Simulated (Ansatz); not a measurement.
**ClGaHN···SiH4: density, localisation and related maps**

Input

```
crystal:
  periodic: [false, false, false]
  atoms:
    - {symbol: Ga, position_ang: [-1.384552, 1.112525, 0.098246]}
    - {symbol: Si, position_ang: [1.405805, -0.911115, 0.198570]}
    - {symbol: N, position_ang: [-2.116902, 0.589107, -1.370191]}
    - {symbol: H, position_ang: [0.133376, -0.396936, -0.407735]}
    - {symbol: Cl, position_ang: [-0.431438, 1.704973, 1.887785]}
    - {symbol: H, position_ang: [1.917612, -1.961723, -0.712157]}
    - {symbol: H, position_ang: [2.360959, 0.215529, 0.303810]}
    - {symbol: H, position_ang: [1.094101, -1.468531, 1.534554]}
    - {symbol: H, position_ang: [-2.978960, 1.116169, -1.532882]}
basis:
  gaussian: {orbitals: def2-TZVPP}
hamiltonian: {xc: pbe0, dispersion: d4}
output: {orbitals: {seedname: orbitals}}
```

Launched as:

```sh
ansatz run in.yaml --threads 4 --pin off --events-out ev --progress --plain --max-ram 9574MiB
```

The product side of a reaction path; geometry: PBE0-D4/def2-TZVP.

The calculation used RKS PBE0-D4/def2-TZVPP (Ansatz).

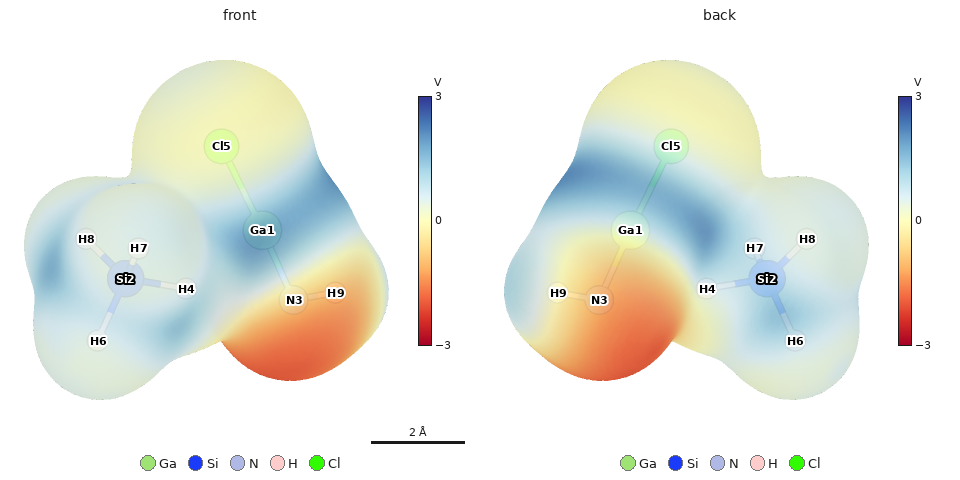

Figure 1. The molecular electrostatic potential painted on the density surface at 0.002 e/bohr³, seen from the front and from behind; red is negative and blue positive.

Q: Describe the electrostatic potential map.

A: The most negative region (about −2.0 V) lies over N3, the most positive (about +2.0 V) over Ga1. N3 is the likeliest acceptor of a hydrogen bond.

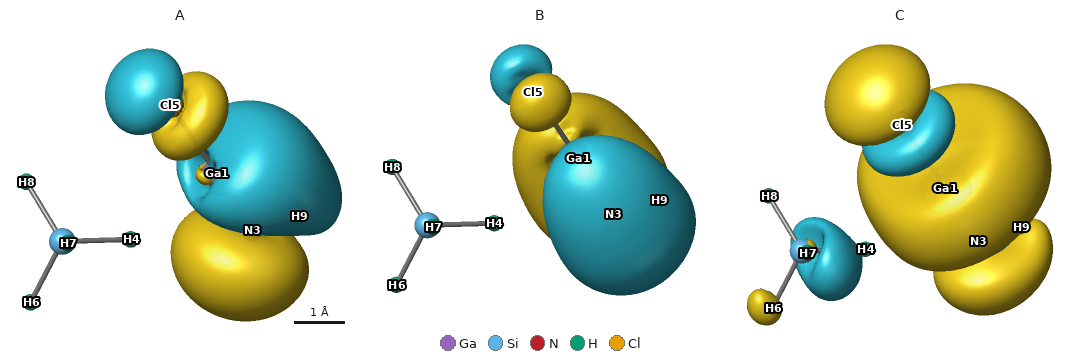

Figure 2. Three frontier orbitals at ±0.06 Å⁻³ᐟ² (yellow and cyan are the two phases), in no order.

Q: Which picture is the HOMO−1, the HOMO and the LUMO?

A: A is the HOMO−1 (−7.75 eV). Its weight (Hirshfeld) is mainly on N3 (about 65 %), Ga1 (about 20 %), Cl5 (about 5 %) and H9 (about 5 %). B is the HOMO (−6.66 eV). It lies mainly on N3 (about 70 %) and Ga1 (about 25 %). C is the LUMO (−1.73 eV). Its weight (Hirshfeld) is mainly on Ga1 (about 45 %), N3 (about 20 %) and Cl5 (about 20 %).

Q: What is the HOMO–LUMO gap?

A: 4.93 eV between the orbital energies.

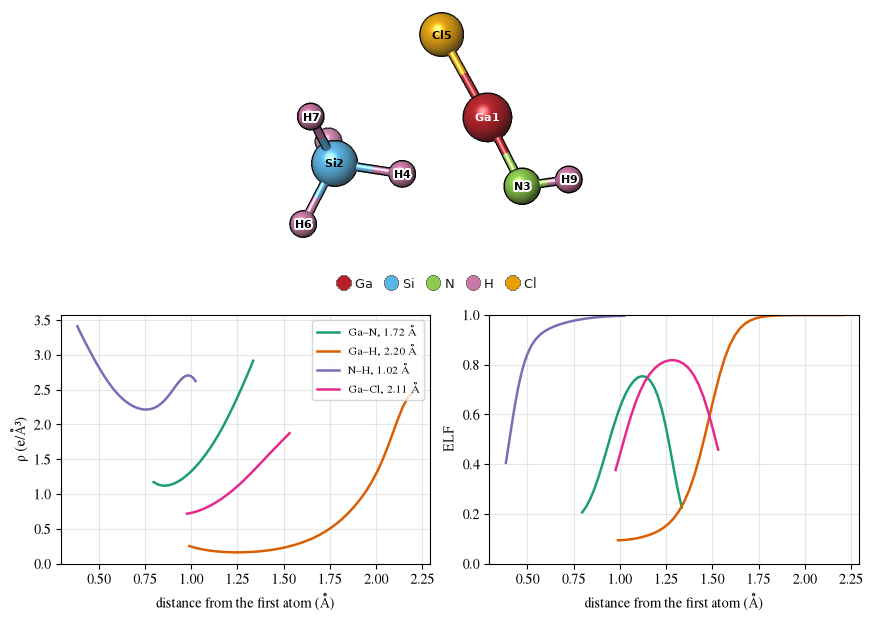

Figure 3. Electron density and ELF along straight lines between neighbouring atoms. The curves leave out the atomic cores. The structure is drawn too.

Q: What can be read from the curves?

A: Ga–N (1.72 Å): ρ is about 1.1 e/Å³ halfway; the ELF peaks at about 0.75 in the valence shell of N, 0.6 Å from its nucleus, and is about 0.30 at the midpoint.
Ga1···H4 (2.20 Å): the density falls to about 0.16 e/Å³ on the way; the ELF climbs to about 1 towards the hydrogen.
N–H (1.02 Å): ρ at the midpoint is about 2.8 e/Å³; the ELF climbs to about 1 towards the hydrogen (an ordinary covalent bond to hydrogen).
Ga–Cl (2.11 Å): ρ at the midpoint is about 0.78 e/Å³; the ELF peaks at about 0.80 in the valence shell of Cl, 0.8 Å from its nucleus, and is about 0.60 at the midpoint.
